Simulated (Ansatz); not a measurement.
## TiAl3 (I4/mmm): the Drude term of Re ε in the infrared

Re ε of TiAl3 (I4/mmm) along x at low photon energies is read from one computed spectrum; the carriers' damping was typed as γ = 0.05 eV. x, y and z are the Cartesian axes of the input cell.

The structure is tetragonal, space group I4/mmm (No. 139). Conventional cell: a = 3.822 Å, b = 3.822 Å, c = 8.561 Å, α = 90.00°, β = 90.00°, γ = 90.00°. Around Ti on site a lie 12 Al at 2.70 to 2.87 Å. Al on site d has 8 Al at 2.70 to 2.87 Å and 4 Ti at 2.87 Å as nearest neighbours. Al on site b has 4 Ti at 2.70 Å and 8 Al at 2.87 Å as nearest neighbours.

Method: Ansatz 0.2.0, PBE, independent particles, k-mesh 16×16×16 with interpolation inside its cells, Gaussian parameter 0.1 eV.

Launch of the response step: `ansatz run input.yaml --threads 4 --pin off --max-ram 8192MiB --backend cpu --events-out ev --progress --plain --runs-dir out`. The run took 1.7 min, on 4 threads of Intel(R) Xeon(R) Processor @ 2.50GHz (Skylake/Cascade Lake) (shared host).

| photon energy E (eV) | wavelength (µm) | Re ε |
| --- | --- | --- |
| 0.25 | 4.96 | ? |
| 0.30 | 4.13 | -160.4 |
| 0.35 | 3.54 | -109.1 |
| 0.40 | 3.10 | -75.7 |
| 0.50 | 2.48 | -36.7 |
| 0.60 | 2.07 | -17.9 |
| 0.70 | 1.77 | -11.0 |

A Drude term over a constant background gives Re ε = ε_b − ωp²/(E² + γ²), linear in 1/(E² + γ²).

Working, on the rows shown:

| x = 1/(E² + γ²) (eV⁻²) | y = Re ε |
| --- | --- |
| 10.8108 | -160.4 |
| 8 | -109.1 |
| 6.15385 | -75.7 |
| 3.9604 | -36.7 |
| 2.75862 | -17.9 |
| 2.03046 | -11 |

Means: x̄ = 5.619, ȳ = -68.467. Σ(x − x̄)(y − ȳ) = -981.5, Σ(x − x̄)² = 56.72. Slope = -981.5 / 56.72 = -17.3; intercept = ȳ − slope · x̄ = 28.762. The line misses the rows shown by at most 4.6.

Task: Predict the last column of the withheld row from the fit.

Result: At x = 15.385 the line gives y = -237.45. The run gave -244.4, so the extrapolation is off by 7, 3 % of the range in the table.

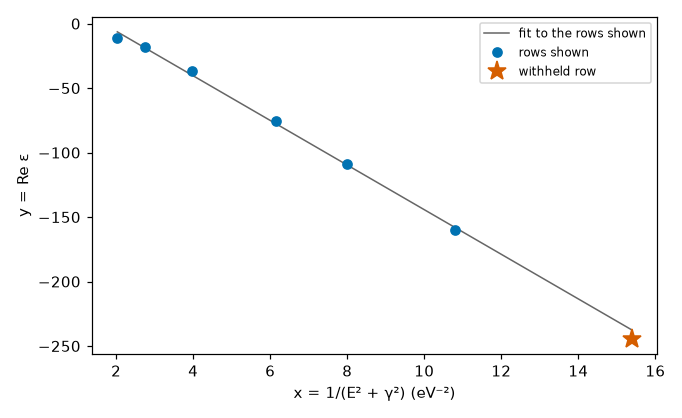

Refitted with all rows, the slope is -17.72 and the intercept 30.718. These give ωp = √(−slope) = 4.21 eV, against 4.34 eV from the program's Fermi-surface sum, and an intercept of 30.7. Taking the program's Drude term off the rows leaves 45 at the lowest energy and 27 at the highest, so the background isn't constant: interband transitions lie in or near the window, and neither fitted number can be trusted. The values come from a sum over the points of one k-mesh and carry its error, which is largest for Fermi-surface quantities.
